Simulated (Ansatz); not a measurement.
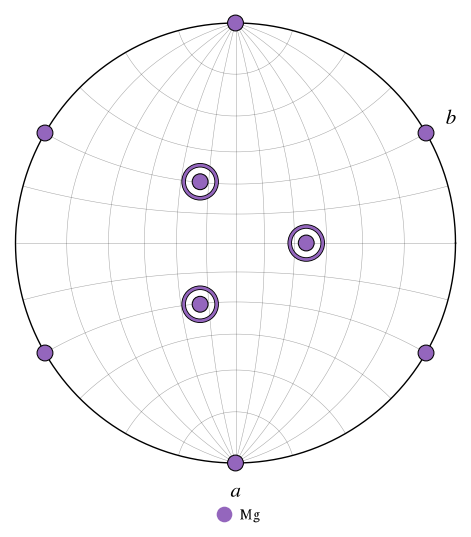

For Mg, the input geometry of an electronic-structure calculation (not necessarily at equilibrium): directions from one magnesium atom at (1/3, 2/3, 3/4) to its bonded neighbours, in stereographic projection down c (filled: above the plane of the page or in it, open: below). All values are computed from the atomic coordinates in the standard setting (tolerance 0.002 Å).

Neighbours are counted up to 3.44 Å for Mg.

```cif
data_structure
_symmetry_space_group_name_H-M 'P 1'
_symmetry_Int_Tables_number 1
_cell_length_a 3.2050
_cell_length_b 3.2050
_cell_length_c 5.1601
_cell_angle_alpha 90.000
_cell_angle_beta 90.000
_cell_angle_gamma 120.000
_cell_volume 45.90
loop_
_atom_site_label
_atom_site_type_symbol
_atom_site_fract_x
_atom_site_fract_y
_atom_site_fract_z
_atom_site_occupancy
Mg1 Mg 0.33333 0.66667 0.75000 1
Mg2 Mg 0.66667 0.33333 0.25000 1
```

### How many neighbours are there, and at what angles?

12: 6 Mg at 3.18 Å, 6 Mg at 3.21 Å. Angles between bonds: 60° (18×), 61° (6×), 90° (12×), 109° (3×), 120° (18×), 146° (6×), 180° (3×).

### What is the site's symmetry in the crystal?

Point group -6m2 (D3h), order 12: one −6 axis, three twofold axes, four mirror planes. In P6₃/mmc, No. 194 this is Wyckoff position 2d.
